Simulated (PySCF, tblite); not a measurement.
**C3H9NO2Si: dynamics, then NMR shifts on frames**

How do NMR shifts of C3H9NO2Si (`C[Si]1(N)OCCO1`) change as the atoms move?

The runs use tblite 0.8.0 and PySCF 2.14.0, with density-fitted response routines of our own; the level of theory stands in each step. All values are computed, except where a source is named. Atoms are numbered from 0 throughout.

### Step 1. Starting geometry

16 atoms, charge 0, multiplicity 1; geometry from: GFN2-xTB.

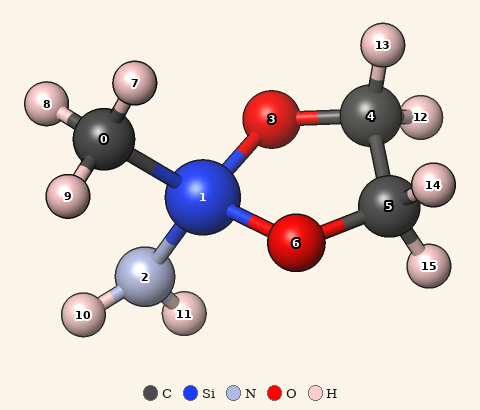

The starting geometry (carbon dark grey, silicon blue, nitrogen light blue, oxygen red, hydrogen pink), atoms numbered.

### Step 2. A short Langevin run with GFN2-xTB

Job settings and geometry (Å):

```
{"job": {"kind": "md", "xc": "GFN2-xTB", "basis": "xTB", "temperature": 200, "steps": 2000, "every": 50, "frames": 5}, "charge": 0, "multiplicity": 1}
C      1.946321    -1.108933    -0.114691
Si     0.573581     0.184028    -0.202494
N      1.209175     1.611200    -0.912715
O     -0.766317    -0.221843    -1.068110
C     -1.882398    -0.416505    -0.255909
C     -1.578229     0.179207     1.137819
O     -0.195689     0.324078     1.256197
H      1.589018    -2.068041     0.245004
H      2.382040    -1.257374    -1.095097
H      2.735049    -0.776890     0.549967
H      2.164887     1.871275    -0.755643
H      0.629572     2.416173    -1.081859
H     -2.744300     0.072368    -0.717233
H     -2.084778    -1.490411    -0.177057
H     -1.939094    -0.473433     1.936771
H     -2.046434     1.164045     1.243639
```

With the program's defaults for keys left out, this is: GFN2-xTB Langevin dynamics, gas phase.

Launch:

```bash
> OMP_NUM_THREADS=1 python probes_run.py task.json out
```

One launch serves the whole session: the jobs run in the order shown.

The log of the run:

```text
t/fs     T/K      E/eV
    0.0   162.6   -650.13432
   25.0    52.5   -649.89439
   50.0   121.8   -649.87638
   75.0   237.3   -649.93491
  100.0   169.7   -649.81020
  125.0   183.3   -649.85135
  150.0   166.4   -649.79213
  175.0   199.8   -649.77633
  200.0   214.9   -649.83166
  225.0   165.1   -649.81081
  250.0   162.7   -649.84672
  275.0   206.2   -649.86313
  300.0   254.7   -649.83047
  325.0   236.8   -649.74210
  350.0   213.8   -649.61829
  375.0   275.6   -649.66264
  400.0   219.0   -649.53701
  425.0   270.5   -649.75184
  450.0   227.7   -649.63772
  475.0   237.3   -649.79565
  500.0   209.4   -649.63328
  525.0   186.5   -649.64040
  550.0   172.5   -649.77207
  575.0   187.2   -649.82091
  600.0   165.2   -649.82519
  625.0   168.1   -649.83519
  650.0   150.7   -649.84187
  675.0   160.3   -649.81612
  700.0   194.7   -649.79517
  725.0   239.6   -649.82171
  750.0   223.9   -649.85031
  775.0   185.2   -649.69131
  800.0   272.4   -649.88117
  825.0   161.2   -649.70415
  850.0   141.5   -649.75060
  875.0   225.5   -649.89730
  900.0   202.1   -649.70993
  925.0   203.1   -649.78922
  950.0   248.8   -649.81138
  975.0   232.7   -649.79574
 1000.0   165.7   -649.77120
```

It took 14 s on 1 thread of AMD EPYC 7B13, shared host; peak memory 0.18 GiB.

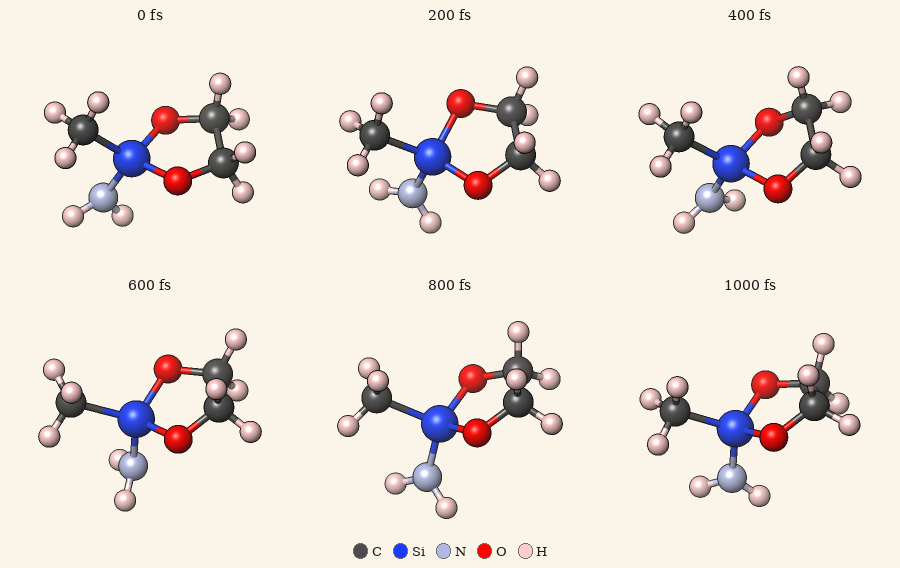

Frames of the run.

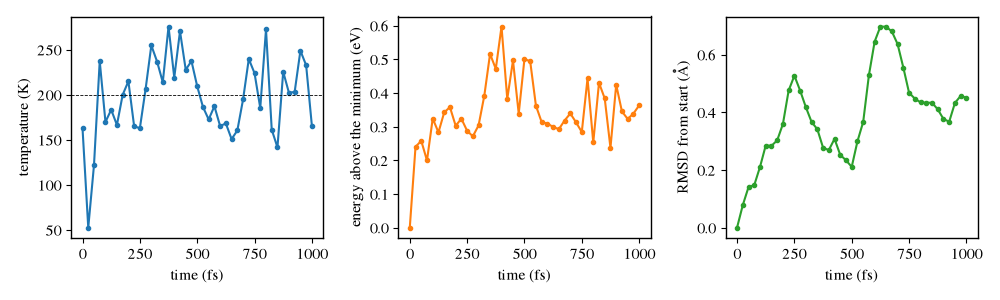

Temperature, potential energy and distance from the start.

Positions (Å) and forces (eV/Å) at 1000 fs:

```xyz
16

C     1.841   -0.444    0.193    1.087   -0.024    0.438
Si    0.210    0.420    0.388   -0.693   -0.630    0.859
N     0.300    2.087    0.111   -0.196    0.592    0.375
O    -1.043   -0.168   -0.508   -0.810   -0.325    1.540
C    -2.134   -0.414    0.407    1.052   -0.683   -0.200
C    -1.576   -0.607    1.870    0.079   -0.371   -0.805
O    -0.336    0.032    1.931   -0.292    0.373   -0.651
H     1.893   -1.450    0.659   -0.221    0.521   -0.948
H     2.158   -0.361   -0.846    0.025   -0.663    0.254
H     2.587    0.116    0.766   -0.150    0.091   -0.138
H     1.040    2.447   -0.421    0.903    0.420   -0.510
H    -0.418    2.778    0.221   -0.224   -0.138    0.108
H    -2.801    0.436    0.336   -0.228   -0.024    0.085
H    -2.574   -1.356    0.078   -0.409    0.220   -0.025
H    -1.399   -1.698    2.052   -0.246    0.636   -0.069
H    -2.279   -0.224    2.630    0.322    0.004   -0.313
```

### Step 3. Nuclear shieldings: 250 fs, PBE0/pcSseg-1

Job settings and geometry (Å):

```
{"job": {"kind": "nmr", "xc": "PBE0", "basis": "pcSseg-1", "pop": false}, "charge": 0, "multiplicity": 1}
C      1.920900    -0.898200    -0.101900
Si     0.207100     0.007200    -0.092100
N      0.440000     1.529700    -0.821500
O     -1.054100    -0.895700    -0.721000
C     -2.213800    -0.647800     0.008200
C     -1.751700    -0.346500     1.411000
O     -0.590600     0.419600     1.285900
H      1.871800    -1.879400     0.422900
H      2.172500    -1.028100    -1.136800
H      2.709100    -0.310600     0.299000
H      0.936000     1.703400    -1.702800
H      0.114300     2.362100    -0.301200
H     -2.727900     0.245500    -0.439500
H     -2.845100    -1.524300    -0.070200
H     -1.517900    -1.230400     1.983200
H     -2.455700     0.254200     1.991600
```

Method: GIAO PBE0/pcSseg-1 NMR shielding, non-relativistic, gas phase.

The log of the run:

```text
coarse grid: 13696 points
cycle   1  E = -613.7706991511  dE =  1.040e+00  |g| = 9.564e-01  |ddm| = 3.563e+00
cycle   2  E = -613.6107371658  dE =  1.600e-01  |g| = 1.347e+00  |ddm| = 1.721e+00
cycle   3  E = -613.9377313818  dE = -3.270e-01  |g| = 1.088e-01  |ddm| = 1.119e+00
cycle   4  E = -613.9397390614  dE = -2.008e-03  |g| = 4.391e-02  |ddm| = 9.588e-02
cycle   5  E = -613.9401482266  dE = -4.092e-04  |g| = 8.669e-03  |ddm| = 3.463e-02
cycle   6  E = -613.9401608559  dE = -1.263e-05  |g| = 3.524e-03  |ddm| = 8.310e-03
cycle   7  E = -613.9401635059  dE = -2.650e-06  |g| = 3.569e-04  |ddm| = 2.678e-03
final grid: 127312 points
cycle   8  E = -613.9981772824  dE = -2.360e-05  |g| = 1.293e-02  |ddm| = 2.073e-02
cycle   9  E = -613.9981433940  dE =  3.389e-05  |g| = 1.888e-02  |ddm| = 1.904e-02
cycle  10  E = -613.9982083317  dE = -6.494e-05  |g| = 1.181e-03  |ddm| = 1.184e-02
cycle  11  E = -613.9982086297  dE = -2.980e-07  |g| = 1.461e-04  |ddm| = 1.052e-03
cycle  12  E = -613.9982086343  dE = -4.512e-09  |g| = 4.292e-05  |ddm| = 1.538e-04
cycle  13  E = -613.9982086346  dE = -2.942e-10  |g| = 2.189e-05  |ddm| = 5.403e-05
converged SCF energy = -613.9982086346

GIAO shielding tensors (ppm)
atom      isotropic    diamagn.    paramagn.     s11        s22        s33       span
  0 C      187.057     256.687     -69.629    174.025    184.704    202.443     28.418
  1 Si     357.470     881.968    -524.498    325.981    359.430    387.000     61.019
  2 N      228.522     322.210     -93.688    195.392    221.906    268.267     72.875
  3 O      267.659     400.168    -132.509    207.813    273.869    321.295    113.482
  4 C      121.010     245.073    -124.064     93.971    112.215    156.843     62.872
  5 C      121.650     244.664    -123.014     92.407    114.112    158.431     66.024
  6 O      292.360     399.440    -107.081    234.237    300.639    342.202    107.965
  7 H       30.963      30.471       0.492     26.005     28.424     38.460     12.455
  8 H       31.790      32.002      -0.212     27.744     29.793     37.834     10.090
  9 H       31.884      32.082      -0.198     27.523     29.343     38.787     11.264
 10 H       30.196      31.417      -1.221     23.670     25.987     40.930     17.260
 11 H       29.437      31.404      -1.967     22.310     26.496     39.505     17.195
 12 H       26.956      28.763      -1.807     22.323     24.674     33.870     11.547
 13 H       27.685      28.187      -0.502     23.416     25.823     33.817     10.401
 14 H       28.106      29.999      -1.894     22.988     25.890     35.440     12.452
 15 H       27.630      28.215      -0.585     23.362     25.731     33.796     10.434
```

It took 26 s on 1 thread of AMD EPYC 7B13, shared host; peak memory 0.77 GiB.

Shifts follow as δ = σ(reference) − σ, with reference shieldings (ppm) from runs at the same level and on the same kind of geometry: 1H TMS 31.72, 13C TMS 186.9, 29Si TMS 349.2, 15N NH3 267.7, 17O H2O 336.1. The references are single molecules in the gas phase, so shifts against H2O, NH3, PH3, H3PO4 or CFCl3 are not on the usual liquid scales and can be off by tens of ppm. Each atom is listed at this fixed geometry, with no averaging over motion; a spectrum would average atoms that exchange fast.

| atoms | environment | σ (ppm) | δ (ppm) |
| --- | --- | --- | --- |
| C4 | sp3 CH2 bonded to O | 121.0 | 65.9 |
| C5 | sp3 CH2 bonded to O | 121.7 | 65.3 |
| C0 | methyl carbon bonded to Si | 187.1 | -0.1 |
| H12 | hydrogen on an sp3 CH2 bonded to O | 26.96 | 4.76 |
| H15 | hydrogen on an sp3 CH2 bonded to O | 27.63 | 4.09 |
| H13 | hydrogen on an sp3 CH2 bonded to O | 27.69 | 4.03 |
| H14 | hydrogen on an sp3 CH2 bonded to O | 28.11 | 3.61 |
| H11 | hydrogen on a nitrogen bonded to Si | 29.44 | 2.28 |
| H10 | hydrogen on a nitrogen bonded to Si | 30.20 | 1.52 |
| H7 | hydrogen on a methyl carbon bonded to Si | 30.96 | 0.75 |
| H8 | hydrogen on a methyl carbon bonded to Si | 31.79 | -0.07 |
| H9 | hydrogen on a methyl carbon bonded to Si | 31.88 | -0.17 |
| Si1 | silicon bonded to C, N, 2 O, in a 5-membered ring | 357.5 | -8.3 |
| N2 | nitrogen bonded to Si, 2 H | 228.5 | 39.2 |
| O3 | oxygen bonded to C, Si, in a 5-membered ring | 267.7 | 68.4 |
| O6 | oxygen bonded to C, Si, in a 5-membered ring | 292.4 | 43.7 |

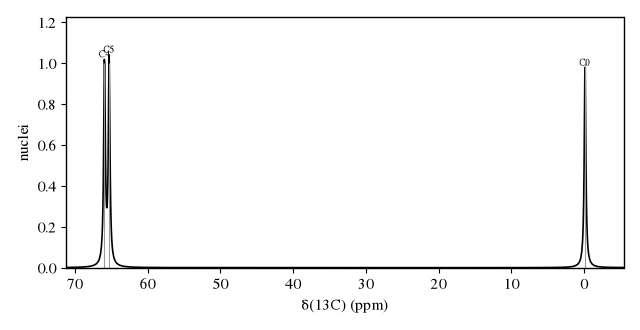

13C lines at the computed shifts, without couplings. Lines are broadened to a width of 0.26 ppm (Lorentzian).

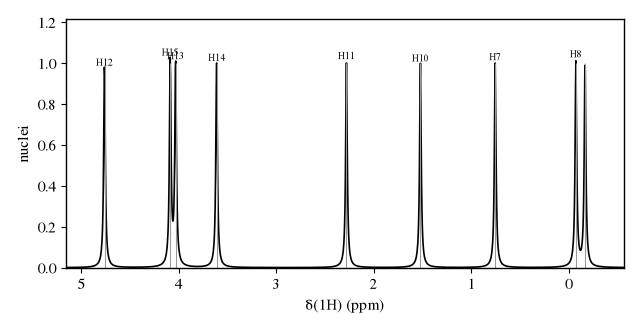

1H lines at the computed shifts, without couplings. Lines are broadened to a width of 0.02 ppm (Lorentzian).

Ring of atoms Si1, O3, C4, C5, O6: NICS(0) -6.8, NICS(1) -2.7, NICS(1)zz -3.8 ppm (means of both faces).

Orbitals, density, ELF and potential are computed afterwards from the orbital file.

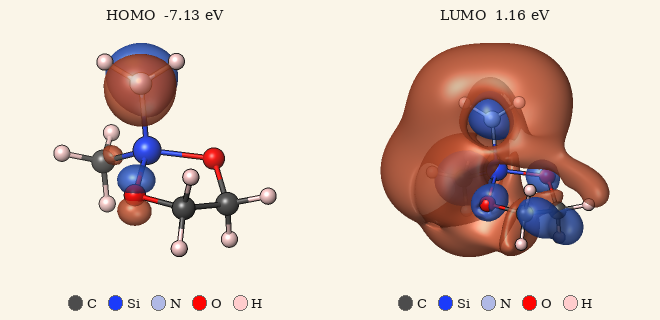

Frontier orbitals at PBE0/pcSseg-1; each surface holds 70 % of the orbital's density, blue and red mark the sign.

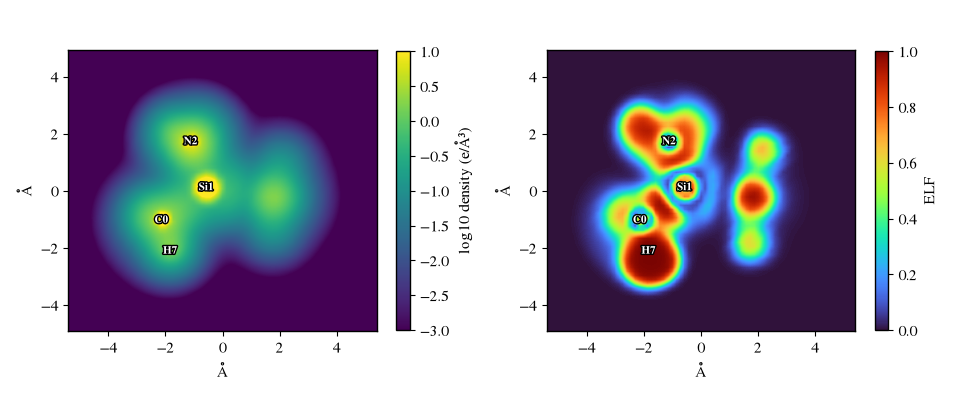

Density (left) and ELF (right) in a plane through or near 4 of the atoms.

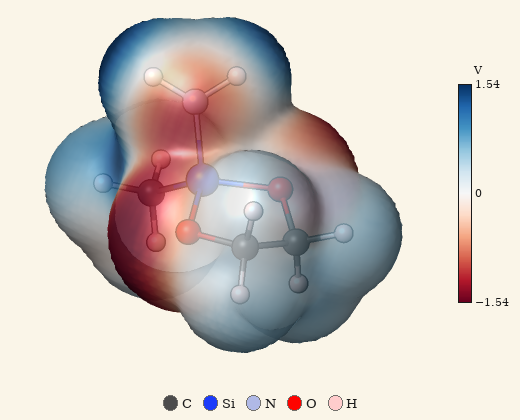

The potential that a unit positive charge feels on the 0.002 e/bohr³ surface, from -1.54 V near O3 to 1.39 V near H10.

### Step 4. Nuclear shieldings: 425 fs, PBE0/pcSseg-1

Job settings and geometry (Å):

```
{"job": {"kind": "nmr", "xc": "PBE0", "basis": "pcSseg-1", "pop": false}, "charge": 0, "multiplicity": 1}
C      1.159400    -1.140900     0.110900
Si    -0.221200     0.092800     0.147800
N      0.178800     1.604100    -0.651900
O     -1.495400    -0.641700    -0.584100
C     -2.309100    -1.240000     0.423100
C     -2.028100    -0.531200     1.749100
O     -0.836700     0.183000     1.649600
H      0.897000    -2.121700     0.533400
H      1.458100    -1.436100    -0.891200
H      2.064700    -0.828900     0.583600
H      1.199800     1.583300    -0.823100
H     -0.375400     1.950500    -1.377000
H     -3.357700    -1.180200     0.154700
H     -2.057700    -2.273500     0.534000
H     -1.973000    -1.300800     2.518200
H     -2.775900     0.226300     2.008400
```

Level: GIAO PBE0/pcSseg-1 NMR shielding, non-relativistic, gas phase.

The log of the run:

```text
coarse grid: 13696 points
cycle   1  E = -613.7639261409  dE =  1.093e+00  |g| = 9.581e-01  |ddm| = 3.580e+00
cycle   2  E = -613.6067955997  dE =  1.571e-01  |g| = 1.342e+00  |ddm| = 1.776e+00
cycle   3  E = -613.9314357005  dE = -3.246e-01  |g| = 1.144e-01  |ddm| = 1.157e+00
cycle   4  E = -613.9337497352  dE = -2.314e-03  |g| = 4.226e-02  |ddm| = 9.779e-02
cycle   5  E = -613.9341230767  dE = -3.733e-04  |g| = 9.177e-03  |ddm| = 3.242e-02
cycle   6  E = -613.9341367495  dE = -1.367e-05  |g| = 3.751e-03  |ddm| = 8.351e-03
cycle   7  E = -613.9341396222  dE = -2.873e-06  |g| = 4.096e-04  |ddm| = 2.830e-03
final grid: 127312 points
cycle   8  E = -613.9929305448  dE = -2.545e-05  |g| = 1.360e-02  |ddm| = 2.543e-02
cycle   9  E = -613.9928929745  dE =  3.757e-05  |g| = 1.987e-02  |ddm| = 1.988e-02
cycle  10  E = -613.9929648110  dE = -7.184e-05  |g| = 1.229e-03  |ddm| = 1.251e-02
cycle  11  E = -613.9929651346  dE = -3.237e-07  |g| = 1.422e-04  |ddm| = 1.126e-03
cycle  12  E = -613.9929651388  dE = -4.139e-09  |g| = 4.529e-05  |ddm| = 1.392e-04
cycle  13  E = -613.9929651390  dE = -2.794e-10  |g| = 2.617e-05  |ddm| = 5.426e-05
converged SCF energy = -613.9929651390

GIAO shielding tensors (ppm)
atom      isotropic    diamagn.    paramagn.     s11        s22        s33       span
  0 C      192.603     257.212     -64.609    183.524    192.784    201.502     17.978
  1 Si     353.747     882.454    -528.708    330.329    362.864    368.046     37.717
  2 N      239.858     322.025     -82.167    205.298    237.747    276.528     71.230
  3 O      288.617     399.742    -111.125    237.468    281.900    346.484    109.016
  4 C      123.158     243.582    -120.424     89.187    110.576    169.713     80.526
  5 C      122.251     242.303    -120.052     88.846    113.170    164.736     75.891
  6 O      287.260     399.663    -112.403    229.048    281.552    351.181    122.132
  7 H       31.497      31.940      -0.443     26.475     29.749     38.266     11.791
  8 H       31.897      32.777      -0.880     27.575     28.911     39.205     11.629
  9 H       32.424      32.723      -0.299     28.006     29.204     40.063     12.057
 10 H       30.568      31.695      -1.127     23.388     28.251     40.064     16.676
 11 H       31.120      33.261      -2.142     24.291     26.261     42.807     18.517
 12 H       27.810      27.712       0.097     23.805     25.721     33.904     10.099
 13 H       28.215      30.421      -2.206     23.976     26.188     34.482     10.506
 14 H       27.740      27.926      -0.186     23.856     25.793     33.571      9.715
 15 H       27.200      27.527      -0.326     21.681     25.273     34.645     12.964
```

It took 17 s on 1 thread of AMD EPYC 7B13, shared host; peak memory 0.79 GiB.

This run: δ C5 64.7, C4 63.8, C0 -5.7, Si1 -4.6, H15 4.52, H14 3.98 ppm.

### Step 5. Shielding tensors: 625 fs, PBE0/pcSseg-1

Job settings and geometry (Å):

```
{"job": {"kind": "nmr", "xc": "PBE0", "basis": "pcSseg-1", "pop": false}, "charge": 0, "multiplicity": 1}
C      1.664600    -0.793200    -0.222800
Si    -0.028600    -0.045500     0.092700
N     -0.029900     1.650400    -0.375100
O     -1.239500    -0.799200    -0.683100
C     -2.348500    -0.817900     0.111600
C     -1.889300    -0.739800     1.623900
O     -0.676800    -0.048100     1.627000
H      2.036400    -1.534900     0.465600
H      1.662400    -1.292200    -1.157200
H      2.357900     0.025700    -0.257400
H      0.099400     1.820000    -1.370100
H      0.659500     2.183900     0.130100
H     -2.949400     0.064300    -0.111800
H     -2.973000    -1.684200    -0.056200
H     -1.683300    -1.768000     2.058000
H     -2.499700    -0.203700     2.343200
```

Level: GIAO PBE0/pcSseg-1 NMR shielding, non-relativistic, gas phase.

The log of the run:

```text
coarse grid: 13696 points
cycle   1  E = -613.7611011357  dE =  1.076e+00  |g| = 9.615e-01  |ddm| = 3.567e+00
cycle   2  E = -613.6060270133  dE =  1.551e-01  |g| = 1.341e+00  |ddm| = 1.714e+00
cycle   3  E = -613.9294354355  dE = -3.234e-01  |g| = 1.117e-01  |ddm| = 1.095e+00
cycle   4  E = -613.9316320289  dE = -2.197e-03  |g| = 4.149e-02  |ddm| = 9.739e-02
cycle   5  E = -613.9319856299  dE = -3.536e-04  |g| = 9.759e-03  |ddm| = 3.417e-02
cycle   6  E = -613.9320006136  dE = -1.498e-05  |g| = 3.980e-03  |ddm| = 9.668e-03
cycle   7  E = -613.9320037265  dE = -3.113e-06  |g| = 4.133e-04  |ddm| = 2.963e-03
final grid: 127312 points
cycle   8  E = -613.9908420024  dE = -2.156e-05  |g| = 1.351e-02  |ddm| = 2.126e-02
cycle   9  E = -613.9908064925  dE =  3.551e-05  |g| = 1.954e-02  |ddm| = 2.023e-02
cycle  10  E = -613.9908756827  dE = -6.919e-05  |g| = 1.206e-03  |ddm| = 1.246e-02
cycle  11  E = -613.9908759905  dE = -3.078e-07  |g| = 1.437e-04  |ddm| = 1.014e-03
cycle  12  E = -613.9908759944  dE = -3.962e-09  |g| = 5.243e-05  |ddm| = 1.399e-04
cycle  13  E = -613.9908759948  dE = -3.506e-10  |g| = 2.941e-05  |ddm| = 5.813e-05
converged SCF energy = -613.9908759948

GIAO shielding tensors (ppm)
atom      isotropic    diamagn.    paramagn.     s11        s22        s33       span
  0 C      189.611     258.197     -68.587    174.737    190.502    203.593     28.856
  1 Si     341.906     882.393    -540.487    304.898    355.968    364.852     59.954
  2 N      228.487     320.000     -91.513    212.307    219.106    254.048     41.741
  3 O      297.083     398.412    -101.328    238.888    297.909    354.453    115.566
  4 C      123.535     241.358    -117.823     91.409    115.261    163.935     72.526
  5 C      115.302     244.872    -129.570     86.187    106.010    153.709     67.522
  6 O      286.599     400.569    -113.970    224.048    293.143    342.606    118.558
  7 H       31.687      31.715      -0.027     26.974     28.676     39.411     12.437
  8 H       32.062      33.004      -0.942     27.592     30.099     38.494     10.902
  9 H       32.123      32.965      -0.843     27.060     30.593     38.715     11.655
 10 H       30.986      32.212      -1.226     24.963     26.856     41.139     16.177
 11 H       31.610      32.668      -1.058     25.430     27.875     41.526     16.096
 12 H       27.456      28.318      -0.862     22.609     25.070     34.690     12.081
 13 H       27.968      27.298       0.670     23.739     25.907     34.259     10.519
 14 H       26.749      28.035      -1.287     21.705     24.775     33.766     12.061
 15 H       27.028      27.938      -0.910     22.783     25.227     33.075     10.292
```

Wall time 17 s (1 thread of AMD EPYC 7B13, shared host); peak memory 0.79 GiB.

In short: δ C5 71.6, C4 63.4, C0 -2.7, Si1 7.3, H14 4.97, H15 4.69 ppm.

[end of part 1 of 2]
